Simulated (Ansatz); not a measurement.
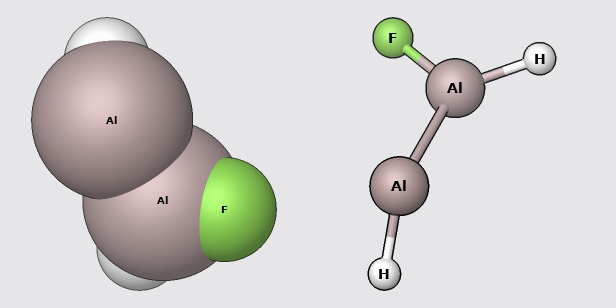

The same structure drawn twice, from different directions.

State: neutral, doublet. Computed geometry: PBE0-D4/def2-TZVP optimisation. No frequency run is at hand to confirm it as a minimum.

Which formula does it have?

Al2FH2, 5 atoms: 2 aluminium, 1 fluorine and 2 hydrogen.

Which point group does it belong to?

C1.

More results for the same structure follow; atom numbers are the same in all pictures, views and colours differ.

Geometry

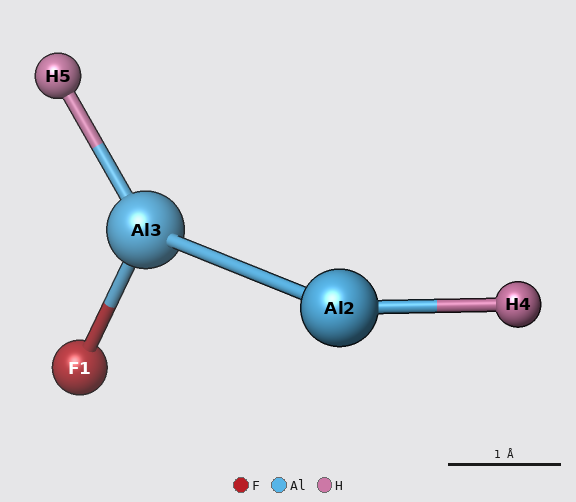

No frequency run is at hand to confirm it as a minimum.

Describe the coordination of atom 3.

Al3 has 3 neighbours (F1 at 1.66, Al2 at 2.57, H5 at 1.59 Å); the arrangement is trigonal planar.

What is the geometry at Al2?

Al2 has 2 neighbours (Al3 at 2.57, H4 at 1.60 Å); the arrangement is bent.

Dipole moment

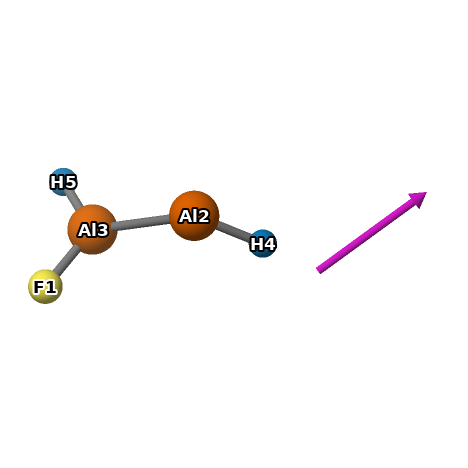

The arrow beside the molecule shows the direction of the dipole moment, from the negative to the positive end (its length means nothing). No frequency run is at hand to confirm it as a minimum. Method: UKS PBE0-D4/def2-TZVP (Ansatz 0.2.0).

How large is the dipole moment?

1.81 D; it points from the side of F1 to the side of H4 (the outermost atoms at the two ends).

Electronic properties

No frequency run is at hand to confirm it as a minimum. Method: UKS PBE0-D4/def2-TZVPP (Ansatz 0.2.0).

Computed properties:

- HOMO energy (Kohn–Sham orbital): −5.48 eV
- ⟨S²⟩ of the determinant: 0.762

Charges

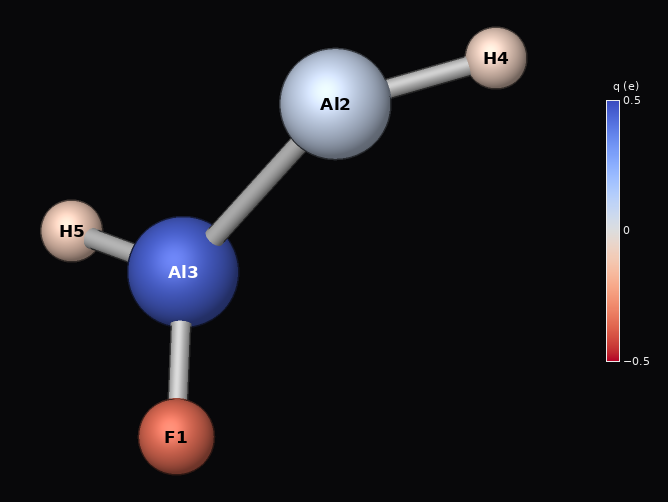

Atoms are coloured by their Mulliken charges. No frequency run is at hand to confirm it as a minimum. Level of theory: UKS PBE0-D4/def2-TZVP (Ansatz 0.2.0).

Which atom carries the highest charge (most positive or least negative)?

Al3 (0.45 e).

And the lowest?

F1 (−0.35 e).

List the Mulliken charges.

```tsv
atom	value (e)
F1	−0.35
Al2	0.07
Al3	0.45
H4	−0.08
H5	−0.10
```

Mulliken values depend strongly on the basis set and can even reverse the polarity of a bond.
